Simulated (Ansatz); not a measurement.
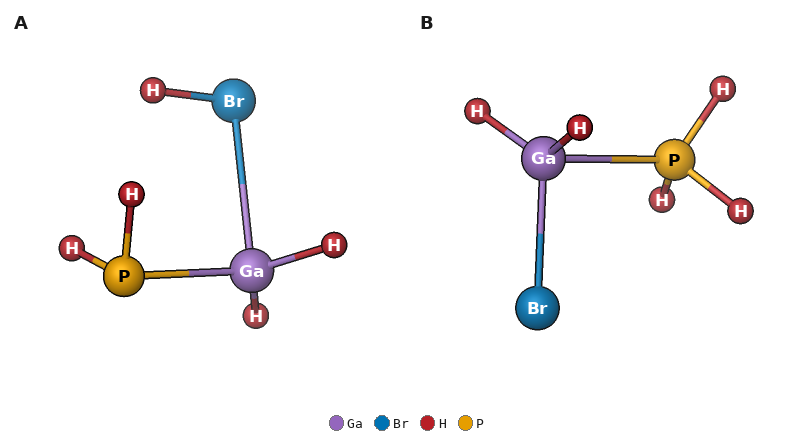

2 stationary structures of one formula. Geometries: PBE0-D4/def2-TZVP. Electronic energies: CCSD(T)/CBS (MP2 limit from def2-TZVPP and def2-QZVPP plus CCSD(T) − MP2) (Ansatz 0.2.0), without zero-point energy. Each is one conformer, not always the lowest.

Question: Which structure is the most stable?

Answer: B is lowest (Cs, a minimum); A lies 129.6 kJ/mol above it (Cs, a minimum).

Give E(B) − E(A) in kJ/mol at these levels too: B2PLYP (frozen core)/def2-TZVPP; BHLYP-D4/def2-TZVPP; PBE0-D4/def2-TZVP; RHF-MP2 (frozen core)/def2-QZVPP; ωB97M-V/def2-TZVPP; r2SCAN-D4/def2-TZVPP; PBE0-D4/def2-TZVPP; direct RPA on PBE orbitals (frozen core)/def2-TZVPP.

```
                                              level  E(B) − E(A) (kJ/mol)
                    B2PLYP (frozen core)/def2-TZVPP                −132.9
                                BHLYP-D4/def2-TZVPP                −143.2
                                  PBE0-D4/def2-TZVP                −133.4
                   RHF-MP2 (frozen core)/def2-QZVPP                −134.7
                                 ωB97M-V/def2-TZVPP                −128.5
                               r2SCAN-D4/def2-TZVPP                −133.3
                                 PBE0-D4/def2-TZVPP                −131.8
direct RPA on PBE orbitals (frozen core)/def2-TZVPP                −121.7
```
